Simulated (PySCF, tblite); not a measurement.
# C₂H₉NOSi: a rotation path, then NMR shifts on frames, part 2 of 2

tblite 0.8.0 and PySCF 2.14.0. Atoms count from 0.

**5. Nuclear shieldings: image 4, PBE0/pcSseg-1**

What the job is given:

```
{"job": {"kind": "nmr", "xc": "PBE0", "basis": "pcSseg-1", "pop": false}, "charge": 0, "multiplicity": 1}
C     -2.196400     0.389000     0.284700
O     -0.926500     0.607100    -0.259600
C     -0.231200    -0.582000    -0.650800
Si     1.434000    -0.587000     0.275400
N      2.252400     0.825900    -0.256700
H     -2.615000     1.371100     0.503200
H     -2.856800    -0.134400    -0.418700
H     -2.141900    -0.193300     1.213900
H     -0.822000    -1.466600    -0.404800
H     -0.115400    -0.566200    -1.738800
H      1.128400    -0.649000     1.714900
H      2.249600    -1.736600    -0.122300
H      1.698500     1.654800    -0.407700
H      3.141600     1.066900     0.150500
```

Level: GIAO PBE0/pcSseg-1 NMR shielding, non-relativistic, gas phase.

Standard output:

```text
coarse grid: 11528 points
cycle   1  E = -500.5750779978  dE =  3.400e-01  |g| = 6.330e-01  |ddm| = 3.130e+00
cycle   2  E = -500.4886542446  dE =  8.642e-02  |g| = 9.211e-01  |ddm| = 1.353e+00
cycle   3  E = -500.6537883073  dE = -1.651e-01  |g| = 6.986e-02  |ddm| = 8.888e-01
cycle   4  E = -500.6544830478  dE = -6.947e-04  |g| = 3.355e-02  |ddm| = 5.433e-02
cycle   5  E = -500.6546961645  dE = -2.131e-04  |g| = 8.084e-03  |ddm| = 2.916e-02
cycle   6  E = -500.6547082355  dE = -1.207e-05  |g| = 2.085e-03  |ddm| = 7.560e-03
cycle   7  E = -500.6547092458  dE = -1.010e-06  |g| = 3.199e-04  |ddm| = 2.103e-03
final grid: 104896 points
cycle   8  E = -500.6911764476  dE = -1.629e-05  |g| = 1.162e-02  |ddm| = 1.801e-02
cycle   9  E = -500.6911528283  dE =  2.362e-05  |g| = 1.640e-02  |ddm| = 1.673e-02
cycle  10  E = -500.6912017669  dE = -4.894e-05  |g| = 1.214e-03  |ddm| = 9.995e-03
cycle  11  E = -500.6912020920  dE = -3.250e-07  |g| = 1.429e-04  |ddm| = 1.175e-03
cycle  12  E = -500.6912020953  dE = -3.308e-09  |g| = 7.195e-05  |ddm| = 1.880e-04
cycle  13  E = -500.6912020963  dE = -9.773e-10  |g| = 1.945e-05  |ddm| = 6.293e-05
converged SCF energy = -500.6912020963

GIAO shielding tensors (ppm)
atom      isotropic    diamagn.    paramagn.     s11        s22        s33       span
  0 C      123.519     244.004    -120.485     87.043    100.454    183.059     96.016
  1 O      358.024     398.054     -40.030    315.305    370.351    388.416     73.110
  2 C      121.040     251.034    -129.994     83.446     98.619    181.055     97.609
  3 Si     390.467     879.629    -489.161    363.784    371.747    435.871     72.087
  4 N      267.524     317.561     -50.037    236.066    260.423    306.083     70.017
  5 H       27.985      28.914      -0.929     23.938     25.398     34.618     10.680
  6 H       28.387      28.995      -0.609     24.648     26.065     34.447      9.799
  7 H       28.325      30.158      -1.833     24.212     26.528     34.234     10.022
  8 H       29.031      32.181      -3.150     25.546     28.240     33.305      7.759
  9 H       27.568      31.019      -3.451     23.668     26.006     33.028      9.360
 10 H       26.701      29.957      -3.256     23.225     25.058     31.819      8.594
 11 H       27.086      28.879      -1.794     23.483     25.306     32.468      8.985
 12 H       31.263      32.729      -1.466     22.834     29.299     41.655     18.821
 13 H       31.855      29.260       2.595     24.053     27.148     44.364     20.311
```

Wall time 14 s (1 thread of Intel Xeon Platinum 8259CL at 2.50GHz, shared host); peak memory 0.72 GiB.

Key values: δ C2 65.9, C0 63.4, O1 -21.9, Si3 -41.3, H10 5.02, H11 4.63 ppm.

**6. NMR shieldings: image 6, PBE0/pcSseg-1**

What the job is given:

```
{"job": {"kind": "nmr", "xc": "PBE0", "basis": "pcSseg-1", "pop": false}, "charge": 0, "multiplicity": 1}
C     -2.056900     0.398800     0.350800
O     -1.047800     0.576600    -0.601100
C     -0.248300    -0.587500    -0.821200
Si     1.304900    -0.592800     0.292200
N      2.163800     0.821500    -0.165500
H     -2.541900     1.366300     0.476700
H     -2.801000    -0.333800     0.007700
H     -1.659300     0.064000     1.316100
H     -0.860100    -1.486700    -0.695100
H      0.044200    -0.544400    -1.872500
H      0.902600    -0.656900     1.708700
H      2.152500    -1.743000    -0.026000
H      1.633600     1.645700    -0.401500
H      3.013100     1.071800     0.314000
```

With the program's defaults for keys left out, this is: GIAO PBE0/pcSseg-1 NMR shielding, non-relativistic, gas phase.

Standard output:

```text
coarse grid: 11528 points
cycle   1  E = -500.5753626836  dE =  3.409e-01  |g| = 6.341e-01  |ddm| = 3.126e+00
cycle   2  E = -500.4859169652  dE =  8.945e-02  |g| = 9.290e-01  |ddm| = 1.364e+00
cycle   3  E = -500.6542317220  dE = -1.683e-01  |g| = 7.206e-02  |ddm| = 9.022e-01
cycle   4  E = -500.6549660685  dE = -7.343e-04  |g| = 3.527e-02  |ddm| = 5.707e-02
cycle   5  E = -500.6552013510  dE = -2.353e-04  |g| = 8.104e-03  |ddm| = 3.085e-02
cycle   6  E = -500.6552135762  dE = -1.223e-05  |g| = 2.062e-03  |ddm| = 7.663e-03
cycle   7  E = -500.6552145730  dE = -9.969e-07  |g| = 3.255e-04  |ddm| = 2.093e-03
final grid: 104896 points
cycle   8  E = -500.6916587855  dE = -1.714e-05  |g| = 1.153e-02  |ddm| = 1.810e-02
cycle   9  E = -500.6916350095  dE =  2.378e-05  |g| = 1.635e-02  |ddm| = 1.667e-02
cycle  10  E = -500.6916837953  dE = -4.879e-05  |g| = 1.218e-03  |ddm| = 9.985e-03
cycle  11  E = -500.6916841215  dE = -3.262e-07  |g| = 1.461e-04  |ddm| = 1.172e-03
cycle  12  E = -500.6916841250  dE = -3.465e-09  |g| = 7.304e-05  |ddm| = 1.919e-04
cycle  13  E = -500.6916841260  dE = -9.920e-10  |g| = 2.024e-05  |ddm| = 6.233e-05
converged SCF energy = -500.6916841260

GIAO shielding tensors (ppm)
atom      isotropic    diamagn.    paramagn.     s11        s22        s33       span
  0 C      125.662     245.121    -119.458     90.006    103.886    183.094     93.088
  1 O      354.796     396.351     -41.555    316.812    354.127    393.448     76.636
  2 C      120.826     250.163    -129.337     88.003     96.709    177.766     89.763
  3 Si     397.915     879.710    -481.795    367.862    371.190    454.695     86.833
  4 N      267.744     317.714     -49.970    235.471    260.252    307.510     72.039
  5 H       28.024      29.063      -1.039     24.088     25.494     34.489     10.401
  6 H       28.503      29.145      -0.642     24.629     26.374     34.506      9.877
  7 H       28.323      30.819      -2.496     24.229     26.956     33.783      9.553
  8 H       28.786      31.468      -2.682     24.878     28.055     33.426      8.548
  9 H       27.541      30.674      -3.132     23.237     26.306     33.081      9.844
 10 H       26.442      29.994      -3.552     23.086     24.888     31.352      8.267
 11 H       27.218      29.066      -1.848     23.472     25.471     32.711      9.239
 12 H       31.297      32.635      -1.338     22.908     29.248     41.735     18.827
 13 H       31.829      29.500       2.330     23.905     27.210     44.373     20.468
```

Wall time 14 s (1 thread of Intel Xeon Platinum 8259CL at 2.50GHz, shared host); peak memory 0.72 GiB.

This run: δ C2 66.1, C0 61.3, O1 -18.7, Si3 -48.8, H10 5.27, H11 4.50 ppm.

**7. Nuclear shieldings: image 8, PBE0/pcSseg-1**

What the job is given:

```
{"job": {"kind": "nmr", "xc": "PBE0", "basis": "pcSseg-1", "pop": false}, "charge": 0, "multiplicity": 1}
C     -1.831500     0.538900     0.348500
O     -1.087000     0.469800    -0.833400
C     -0.278100    -0.696000    -0.928400
Si     1.231600    -0.691100     0.245900
N      1.906300     0.869900     0.035000
H     -2.464100     1.422300     0.268700
H     -2.464100    -0.350200     0.473500
H     -1.188300     0.631300     1.232700
H     -0.901200    -1.587800    -0.778700
H      0.061000    -0.708300    -1.965000
H      0.819700    -1.028800     1.621800
H      2.200600    -1.692200    -0.200200
H      1.304600     1.637300    -0.218100
H      2.689900     1.184600     0.581000
```

With the program's defaults for keys left out, this is: GIAO PBE0/pcSseg-1 NMR shielding, non-relativistic, gas phase.

Standard output:

```text
coarse grid: 11528 points
cycle   1  E = -500.5764586417  dE =  3.562e-01  |g| = 6.313e-01  |ddm| = 3.128e+00
cycle   2  E = -500.4871553918  dE =  8.930e-02  |g| = 9.264e-01  |ddm| = 1.353e+00
cycle   3  E = -500.6545786173  dE = -1.674e-01  |g| = 7.172e-02  |ddm| = 8.992e-01
cycle   4  E = -500.6553160650  dE = -7.374e-04  |g| = 3.464e-02  |ddm| = 5.610e-02
cycle   5  E = -500.6555417956  dE = -2.257e-04  |g| = 8.150e-03  |ddm| = 3.034e-02
cycle   6  E = -500.6555542592  dE = -1.246e-05  |g| = 1.999e-03  |ddm| = 7.745e-03
cycle   7  E = -500.6555551927  dE = -9.336e-07  |g| = 3.356e-04  |ddm| = 2.078e-03
final grid: 104896 points
cycle   8  E = -500.6918687381  dE = -1.685e-05  |g| = 1.136e-02  |ddm| = 1.794e-02
cycle   9  E = -500.6918455419  dE =  2.320e-05  |g| = 1.615e-02  |ddm| = 1.615e-02
cycle  10  E = -500.6918928460  dE = -4.730e-05  |g| = 1.185e-03  |ddm| = 9.682e-03
cycle  11  E = -500.6918931533  dE = -3.073e-07  |g| = 1.535e-04  |ddm| = 1.160e-03
cycle  12  E = -500.6918931575  dE = -4.223e-09  |g| = 6.794e-05  |ddm| = 2.059e-04
cycle  13  E = -500.6918931584  dE = -8.565e-10  |g| = 2.107e-05  |ddm| = 5.792e-05
converged SCF energy = -500.6918931584

GIAO shielding tensors (ppm)
atom      isotropic    diamagn.    paramagn.     s11        s22        s33       span
  0 C      126.303     246.343    -120.040     92.098    104.724    182.087     89.990
  1 O      345.548     395.400     -49.852    316.073    338.403    382.167     66.094
  2 C      122.682     249.492    -126.810     87.377    100.345    180.322     92.945
  3 Si     397.049     879.688    -482.639    358.751    372.361    460.037    101.286
  4 N      271.696     318.449     -46.753    240.748    262.432    311.909     71.161
  5 H       27.936      29.120      -1.184     24.141     25.326     34.342     10.201
  6 H       28.640      29.773      -1.133     25.147     26.396     34.378      9.230
  7 H       28.177      31.315      -3.138     24.076     27.123     33.332      9.256
  8 H       28.604      30.863      -2.258     24.390     27.917     33.506      9.116
  9 H       27.501      30.297      -2.796     22.904     26.206     33.392     10.488
 10 H       26.339      29.917      -3.579     23.695     24.245     31.076      7.380
 11 H       27.251      29.075      -1.823     23.541     25.439     32.774      9.232
 12 H       31.127      32.873      -1.746     22.499     29.343     41.539     19.040
 13 H       31.898      29.915       1.984     23.885     27.135     44.675     20.790
```

Run time: 14 s. Hardware: 1 thread of Intel Xeon Platinum 8259CL at 2.50GHz, shared host; peak memory 0.72 GiB.

In short: δ C2 64.2, C0 60.6, O1 -9.5, Si3 -47.9, H10 5.38, H11 4.47 ppm.

**8. Run by run: NMR shifts**

Shifts (ppm) of some atoms, chosen among heavy atoms and hydrogens apart, with basis size and wall time:

| frame | C2 | C0 | H9 | H8 | O1 | Si3 | N4 | functions | time |
| --- | --- | --- | --- | --- | --- | --- | --- | --- | --- |
| image 0 | 66.4 | 65.8 | 3.39 | 3.08 | 2.0 | -38.2 | 1.3 | 137 | 15 s |
| image 2 | 65.9 | 65.1 | 3.85 | 2.70 | -6.7 | -37.3 | 0.9 | 137 | 14 s |
| image 4 | 65.9 | 63.4 | 4.15 | 2.69 | -21.9 | -41.3 | 0.2 | 137 | 14 s |
| image 6 | 66.1 | 61.3 | 4.18 | 2.93 | -18.7 | -48.8 | 0.0 | 137 | 14 s |
| image 8 | 64.2 | 60.6 | 4.22 | 3.11 | -9.5 | -47.9 | -4.0 | 137 | 14 s |

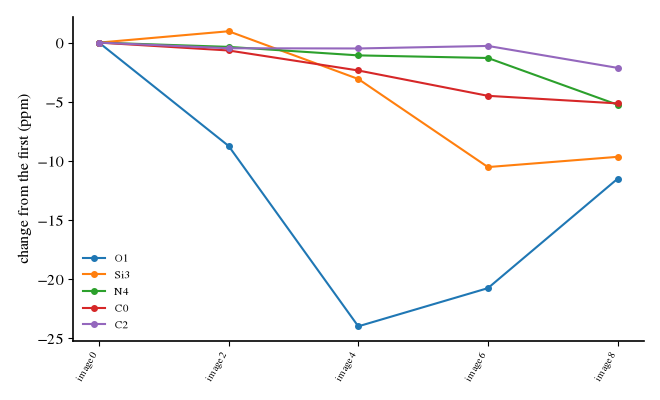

How five of the tabulated atoms move from run to run.

**9. Results**

The summary covers parts 1 to 2.

```
                                        quantity                                                      value
                                         barrier                         0.096 eV (2.2 kcal/mol) at image 4
                           end to end (GFN2-xTB)                                                   0.040 eV
 ¹³C shifts against TMS (PBE0/pcSseg-1, image 0)                                             66.4, 65.8 ppm
  ¹H shifts against TMS (PBE0/pcSseg-1, image 0)  5.02, 4.65, 3.96, 3.39, 3.33, 3.30, 3.08, 0.43, -0.14 ppm
 ¹⁷O shifts against H2O (PBE0/pcSseg-1, image 0)                                                    2.0 ppm
²⁹Si shifts against TMS (PBE0/pcSseg-1, image 0)                                                  -38.2 ppm
 ¹⁵N shifts against NH3 (PBE0/pcSseg-1, image 0)                                                    1.3 ppm
                        range of the shift of O1                                           -21.9 to 2.0 ppm
```

Along the band the dihedral turns by 106°, and the top (dihedral -124°) lies 2.2 kcal/mol above the start (GFN2-xTB, rough), so at room temperature this motion is fast. Ends this close can change order at a higher level. The top was not checked by a frequency run. Shifts at one fixed geometry are not the observed spectrum, which averages over the motion. In the first frame run (image 0): The widest tensor belongs to C0: span 94 ppm, with a paramagnetic part of -123 ppm. In ppm, O1 moves most: its shift spreads over 24.0 ppm, from -21.9 (image 4) to 2.0 (image 0).
